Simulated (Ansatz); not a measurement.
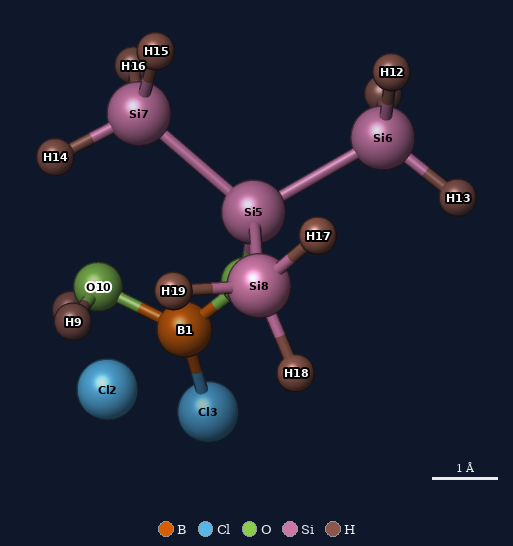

Figure 1. The structure as given in the input (ball-and-stick view, seen at a tilt; atoms are numbered from 1 in the order of the input).

**Run report: BSi4H11Cl2O2, single-point calculation**

BSi4H11Cl2O2, computed with RKS PBE0-D4/def2-TZVPP (Ansatz 0.2.0).

The geometry is a transition state. The reaction was set up to form B1–O10 and Cl2–H9 and to break B1–Cl2 and H9–O10 (atoms counted from 1 in the order of the input); sticks are drawn by distance alone. The geometry comes from this level: PBE0-D4/def2-TZVP.

### The input
```yaml
crystal:
  periodic: [false, false, false]
  atoms:
    - {symbol: B, position_ang: [-1.459652, -1.221652, -1.292695]}
    - {symbol: Cl, position_ang: [-0.082953, -2.974211, -0.510931]}
    - {symbol: Cl, position_ang: [-2.196081, -1.714697, -2.821411]}
    - {symbol: O, position_ang: [-0.715026, -0.128841, -1.189167]}
    - {symbol: Si, position_ang: [0.339830, 0.540267, -0.063854]}
    - {symbol: Si, position_ang: [0.572089, 2.786227, -0.678541]}
    - {symbol: Si, position_ang: [-0.527480, 0.419642, 2.112330]}
    - {symbol: Si, position_ang: [2.432074, -0.524112, -0.149669]}
    - {symbol: H, position_ang: [-1.492241, -2.414919, 0.133288]}
    - {symbol: O, position_ang: [-2.272420, -1.626944, -0.080163]}
    - {symbol: H, position_ang: [-0.746968, 3.474436, -0.694718]}
    - {symbol: H, position_ang: [1.450355, 3.449781, 0.322995]}
    - {symbol: H, position_ang: [1.196011, 2.905917, -2.023373]}
    - {symbol: H, position_ang: [-0.660975, -0.988905, 2.571027]}
    - {symbol: H, position_ang: [0.429008, 1.126540, 3.008785]}
    - {symbol: H, position_ang: [-1.855599, 1.085636, 2.209149]}
    - {symbol: H, position_ang: [3.457415, 0.524488, 0.121950]}
    - {symbol: H, position_ang: [2.664811, -1.078808, -1.508358]}
    - {symbol: H, position_ang: [2.567197, -1.586453, 0.877308]}
    - {symbol: H, position_ang: [-3.099397, -2.053391, -0.344150]}
basis:
  gaussian: {orbitals: def2-TZVPP}
hamiltonian: {xc: pbe0, dispersion: d4}
output: {orbitals: {seedname: orbitals}}
```

Hardware: 4 CPU threads, shared host.

Launched with:
```bash
ansatz run in.yaml --threads 4 --pin off --events-out ev --progress --plain --max-ram 66560MiB --backend cuda --devices 0, --max-vram 37GiB
```

### What the program printed
```
Functional definition: PBE0
  name "PBE0"
  cite "Adamo & Barone, J. Chem. Phys. 110, 6158 (1999) doi:10.1063/1.478522"
  cite "Perdew, Burke & Ernzerhof, Phys. Rev. Lett. 77, 3865 (1996) doi:10.1103/PhysRevLett.77.3865"
  parent pbe
  parameter a = 0.25
  parameter kappa = 0.804
  parameter beta = 0.06672455060314922
  exchange = (1 - a)*pbe_x(kappa = kappa, mu = beta*pi^2/3) + a*exact_x
  correlation = pbe_c(beta = beta)
2934 factors; their error is unknown
mean field evaluation 1: about -61479.7210 eV, gradient 6.4e1 eV
mean field evaluation 2: about -61468.2423 eV, gradient 1.0e2 eV
mean field evaluation 4: about -61486.3916 eV, gradient 5.3e0 eV
mean field evaluation 8: about -61486.4370 eV, gradient 3.8e-1 eV
mean field evaluation 16: about -61486.5751 eV, gradient 3.3e-4 eV
mean field -61486.57506165 eV, -2259.5899564180 hartree, gradient 3.7e-5 eV, S^2 0.000000; 0 other end points of the search recorded, 0 dependent functions left out
reference -61486.57511244 eV, -2259.5899582847 hartree; 61, 61 occupied and 438, 438 virtual orbitals, 2934 factors
Total energy: -61487.24165634 eV, -2259.6144533212 hartree
```

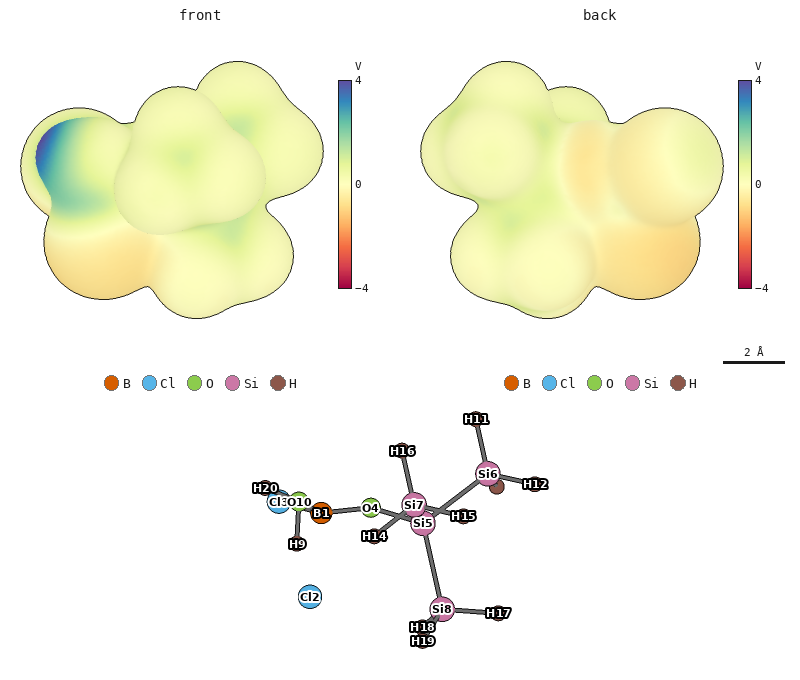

Figure 2. The electrostatic potential painted on the density surface at 0.002 e/bohr³, seen at a tilt and from behind; the colour scale runs from red (negative) to blue (positive). The bare structure is drawn below in the same view. A positive charge is drawn to the negative regions and a negative charge to the positive ones.

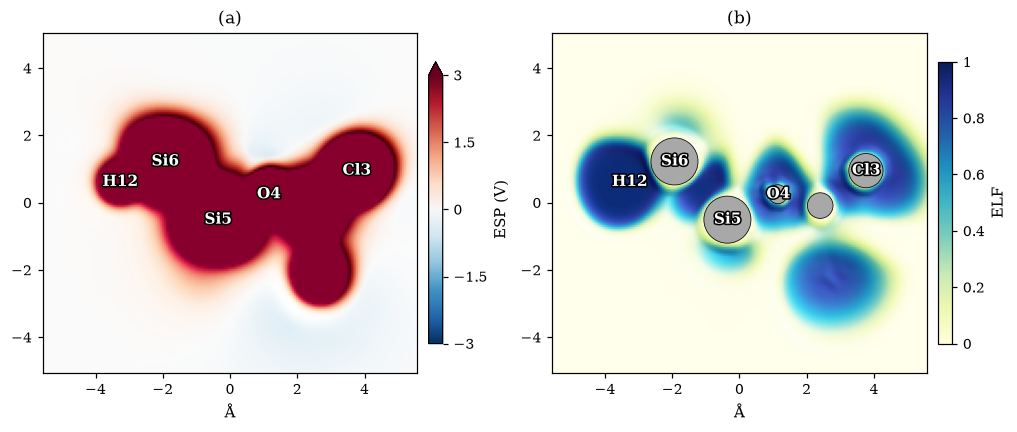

Figure 3. (a) electrostatic potential; (b) electron localisation function on the plane of atoms O4, Si5 and Si6. Grey discs, where drawn, cover atomic cores. The section cuts through Cl, O, Si and H sites. Si–O (1.68 Å): the ELF peaks at about 0.85 between the atoms (a polar covalent bond). Si–Si (2.34 Å): the ELF peaks at about 1 between the atoms, which marks a covalent bond.

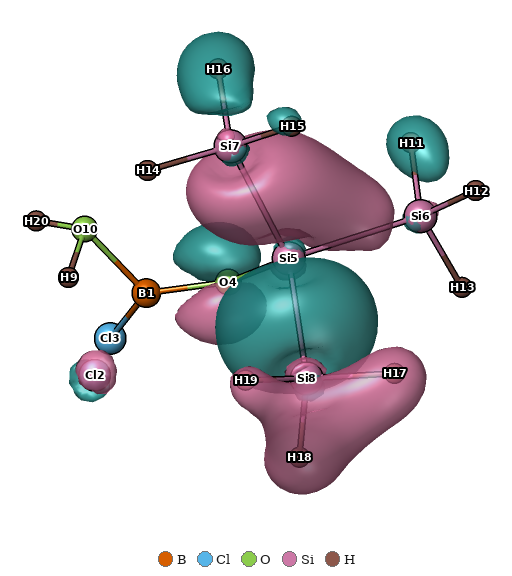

Figure 4. The HOMO at ±0.1 Å⁻³ᐟ² (teal and pink are the two phases), seen at a tilt. It lies mainly on Si5 (30 %), Si8 (25 %) and Si7 (15 %). Its energy is −7.71 eV.

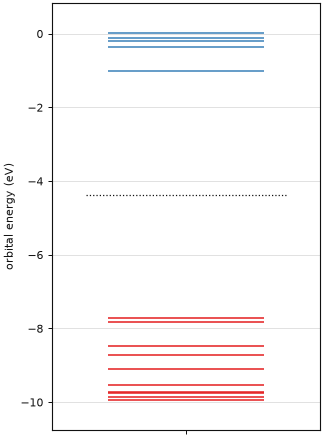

Figure 5. Orbital energies near the frontier; the dotted line parts filled from empty levels, and levels within 0.02 eV of each other stand side by side. Highest filled −7.71 eV, lowest empty −1.02 eV, 6.69 eV apart.

### Results in brief

| quantity | value |
| --- | --- |
| outcome | converged |
| total energy | −61487.2417 eV |
| mean-field energy | −61486.5751 eV |
| dispersion energy | −0.6665 eV |
| SCF solution under orbital rotations | stable |
| HOMO | −7.71 eV |
| LUMO | −1.02 eV |
| wall time | 6.5 s (CPU time 7.6 s) |
| peak memory | 1.1 GiB |
